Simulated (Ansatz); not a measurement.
# A computed series for hypothetical diamond Fe: pressure series

The parent structure is Fe in the diamond structure (space group Fd-3m, No. 227; non-magnetic; a hypothetical phase, not in the database extracts checked).

```xyz
2
Lattice="0.0000 2.4024 2.4024 2.4024 0.0000 2.4024 2.4024 2.4024 0.0000" Properties=species:S:1:pos:R:3 pbc="T T T"
Fe     3.6035     3.6035     3.6035
Fe     2.4024     2.4024     2.4024
```

Cell and atoms are relaxed at each pressure.

Level of theory: plane-wave PAW DFT at the PBEsol level (Ansatz, a first-principles code, 420 eV), scalar-relativistic without spin-orbit coupling.

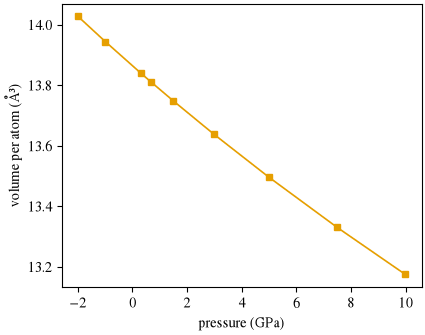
Figure. Volume against pressure

Problem. Estimate the zero-pressure bulk modulus from the plot.

Solution. About 170 GPa; a third-order Birch–Murnaghan fit to the points gives V₀ = 13.86 Å³/atom, B₀ = 175 GPa and B₀′ = 4.4.

Load acts through the strain it causes; cell and atoms are relaxed under it. Stability against distortions was not tested. Competing high-pressure phases were not computed. Seeded moments were not kept for the base. The final runs are not spin-polarised.
